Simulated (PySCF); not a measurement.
## Excited-state calculation of C6H10O2

C6H10O2, computed with TDDFT PBE0/def2-SVPD, vertical, gas phase, core orbitals frozen in the response (PySCF 2.14.0).

The geometry comes from this level: GFN2-xTB.

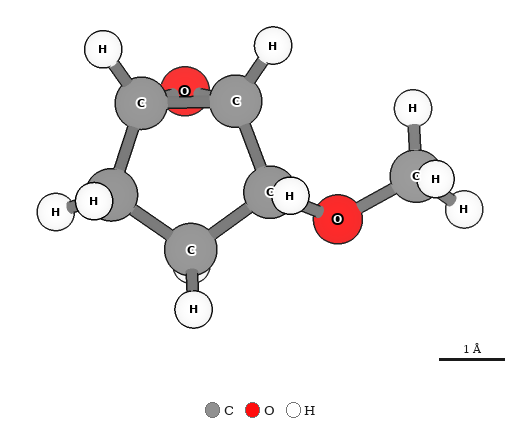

Fig. 1: The structure as given in the input (ball-and-stick view, seen at a tilt). Bond lengths as drawn: C–C 1.46 to 1.54 Å, C–H 1.08 to 1.11 Å and C–O 1.40 to 1.41 Å.

Key numbers

| quantity | value |
| --- | --- |
| outcome | converged |
| total energy | −384.357088 hartree |
| HOMO | −7.28 eV |
| LUMO | 0.70 eV |
| dipole moment | 2.54 D |
| mean polarisability | 74.35 a.u. |
| lowest singlet excitation | 6.86 eV |
| hardware | 1 CPU thread, shared host |
| wall time | 87 s |
| peak memory | 0.94 GiB |

Input file
```
{"job": {"kind": "uv", "xc": "PBE0", "basis": "def2-SVPD", "nstates": 6, "ntriplets": 2}, "charge": 0, "multiplicity": 1}
C      2.595431     0.405330     0.540593
O      1.564225     0.631142    -0.386626
C      0.457845    -0.223744    -0.250273
C     -0.534627     0.062887    -1.390455
C     -1.921880    -0.323896    -0.862971
C     -1.804726    -0.110323     0.632111
O     -1.211376     1.096917     1.009647
C     -0.391515    -0.036584     1.005839
H      2.296209     0.676984     1.558661
H      3.425658     1.037053     0.230557
H      2.913898    -0.645400     0.531244
H      0.797301    -1.276516    -0.262664
H     -0.487940     1.133895    -1.583177
H     -0.267080    -0.467452    -2.300719
H     -2.141785    -1.375584    -1.054290
H     -2.709632     0.286347    -1.302669
H     -2.567050    -0.499296     1.297061
H     -0.021717    -0.365444     1.969809
```

The first line tells a small driver script what to run in PySCF; the rest is the geometry in Å.

Command:
```bash
OMP_NUM_THREADS=1 python <driver script> task.json out
```

The program's output
```
coarse grid: 14888 points
cycle   1  E = -384.1871583932  dE =  1.292e+00  |g| = 7.059e-01  |ddm| = 6.389e+00
cycle   2  E = -384.0272573826  dE =  1.599e-01  |g| = 1.164e+00  |ddm| = 2.589e+00
cycle   3  E = -384.2871551306  dE = -2.599e-01  |g| = 9.876e-02  |ddm| = 1.678e+00
cycle   4  E = -384.2887429386  dE = -1.588e-03  |g| = 4.794e-02  |ddm| = 2.320e-01
cycle   5  E = -384.2892446708  dE = -5.017e-04  |g| = 1.073e-02  |ddm| = 9.313e-02
cycle   6  E = -384.2892620757  dE = -1.740e-05  |g| = 4.816e-03  |ddm| = 2.137e-02
cycle   7  E = -384.2892665245  dE = -4.449e-06  |g| = 4.965e-04  |ddm| = 7.535e-03
final grid: 143384 points
cycle   8  E = -384.3570530535  dE = -4.553e-05  |g| = 1.326e-02  |ddm| = 2.018e-01
cycle   9  E = -384.3570057415  dE =  4.731e-05  |g| = 2.074e-02  |ddm| = 4.725e-02
cycle  10  E = -384.3570875389  dE = -8.180e-05  |g| = 1.821e-03  |ddm| = 2.903e-02
cycle  11  E = -384.3570882982  dE = -7.593e-07  |g| = 2.497e-04  |ddm| = 3.062e-03
cycle  12  E = -384.3570883073  dE = -9.106e-09  |g| = 1.369e-04  |ddm| = 8.066e-04
cycle  13  E = -384.3570883108  dE = -3.467e-09  |g| = 3.877e-05  |ddm| = 2.450e-04
cycle  14  E = -384.3570883111  dE = -2.875e-10  |g| = 7.266e-06  |ddm| = 9.298e-05
```

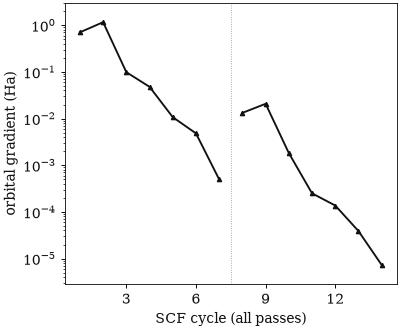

Fig. 2: Convergence of the self-consistent field: orbital gradient against the SCF cycle. The dotted line marks the change from a coarse to the final integration grid. The first 7 cycles use a coarse grid, the final grid takes over at cycle 8, and the field converges after 14 cycles in all.

```
converged SCF energy = -384.3570883111

Static polarisability (au): isotropic 74.347, principal 64.248 70.753 88.038

Singlet excitations
state   eV       nm        f      main configurations
  1   6.8642    180.6   0.02162   H->L 0.91
  2   7.2808    170.3   0.00758   H->L+1 0.75, H->L+2 0.08
  3   7.5300    164.7   0.01007   H->L+2 0.82, H->L+1 0.11
  4   7.6806    161.4   0.01264   H-1->L 0.56, H->L+3 0.27, H->L+4 0.09
  5   7.7761    159.4   0.01385   H->L+3 0.67, H-1->L 0.21
  6   8.0228    154.5   0.01158   H->L+4 0.60, H-2->L 0.12, H-1->L 0.09

Triplet excitations (Tamm-Dancoff, eV): 6.7041 7.0766
```

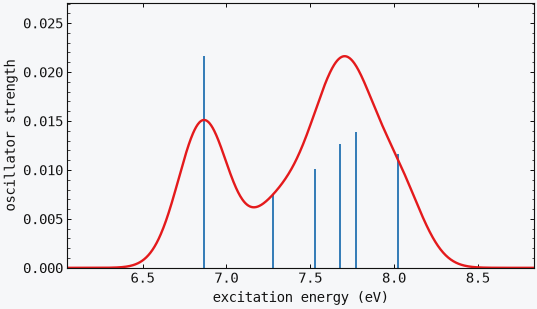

Fig. 3: Computed excitations as sticks (degenerate states added up, dark ones marked on the axis), with a Gaussian envelope of 0.35 eV full width at half maximum, scaled to the tallest. Of the 6 states the lowest lies at 6.86 eV (f = 0.022); the strongest line is at 6.86 eV, or 181 nm (f = 0.022).

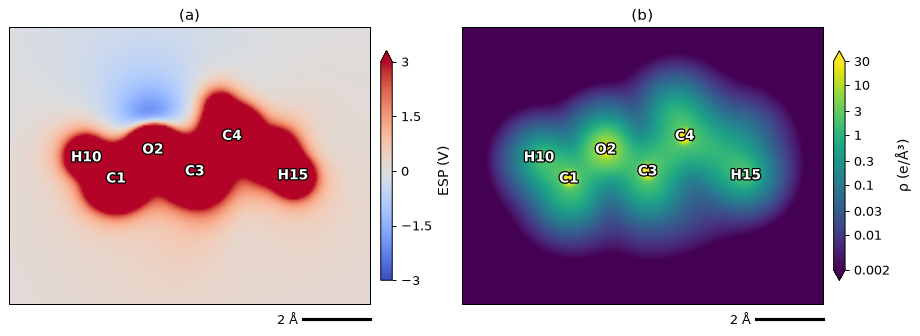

Fig. 4: (a) molecular electrostatic potential; (b) electron density on the plane of atoms C1, O2 and C3. Atoms in the plane: C, O and H. C–C (1.54 Å): ρ is about 1.6 e/Å³ halfway.

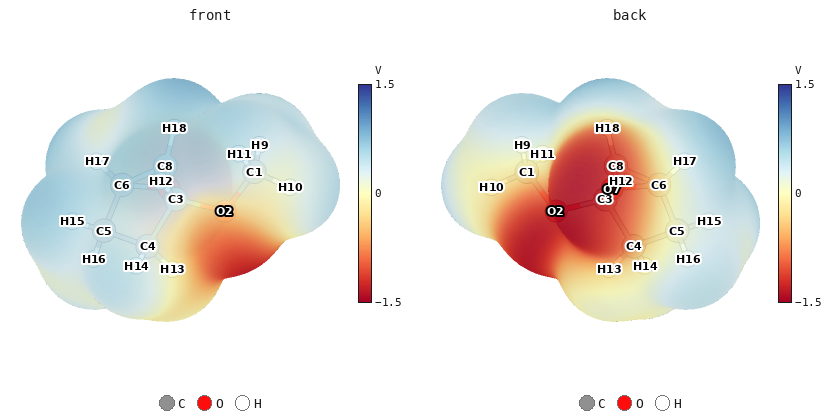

Fig. 5: The molecular electrostatic potential painted on the density surface at 0.001 e/bohr³, seen at a tilt and from behind; the colour scale runs from red (negative) to blue (positive). Its dipole moment is 2.54 D.
